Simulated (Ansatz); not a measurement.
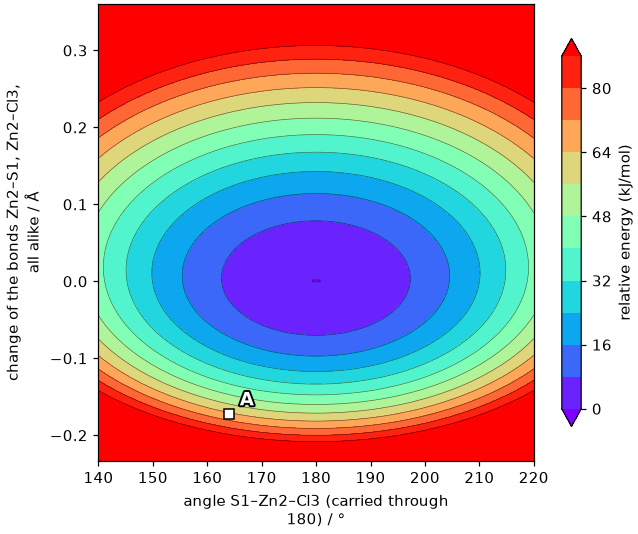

ClSZn, SMILES [S-][Zn][Cl], charge −1. The first coordinate is: angle S1–Zn2–Cl3 (carried through 180); the second: change of the bonds Zn2–S1, Zn2–Cl3, all alike. Nothing is relaxed (all other coordinates rigid). The scan uses an 11 × 11 grid; 113 points were computed and 8 follow by symmetry. Points are written as (first, second). Energies: kJ/mol, counted from the lowest grid point. The calculation used Ansatz, RKS r2SCAN0-D4/def2-TZVPD.

Drawn: filled contours, one colour for all values above the top of the scale, the point A. Between grid points the surface is interpolated.

> Is A at rest? If not, where is it pushed?

A, at (164°, −0.173 Å), is not a stationary point. The computed force is 1.1 kJ/mol for each degree towards larger values of the first coordinate and 770 kJ/mol for each Å towards larger values of the second coordinate.
